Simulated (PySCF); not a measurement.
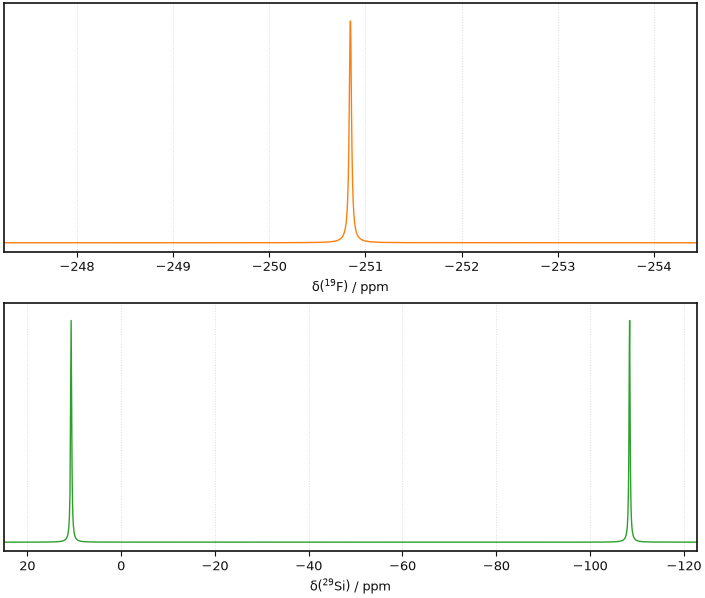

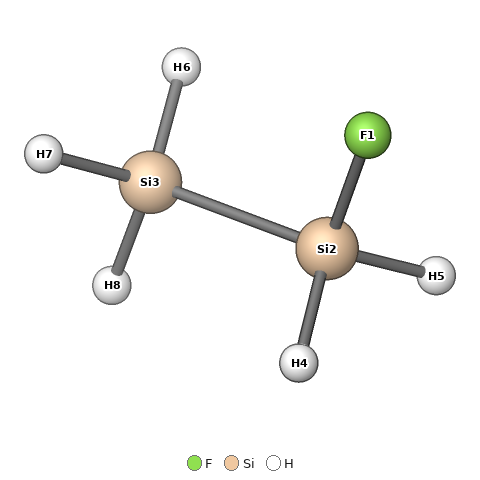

Spectrum and numbered structure of Si₂H₅F, SMILES F[SiH2][SiH3]. GIAO shifts, PBE0/pcSseg-1 with PySCF, at a PBE0-D3(BJ)/def2-SVP geometry (no frequency check), against CFCl₃ for ¹⁹F and TMS for ²⁹Si computed at the same level (¹⁹F: this reference is a hard case for the method, so all values can be off together by tens of ppm, and differences between signals are safer). Gas phase, fully decoupled, line heights follow the number of nuclei, widths are arbitrary (no quadrupolar broadening); values of one conformer, averaged over methyl-type rotors and exact or near symmetry.

**Where does the ¹⁹F line lie?**

At −250.8 ppm (F1).

**Which atoms give which ²⁹Si line?**

```tsv
δ (ppm)	nuclei	atoms
10.6	1	Si2
−108.4	1	Si3
```
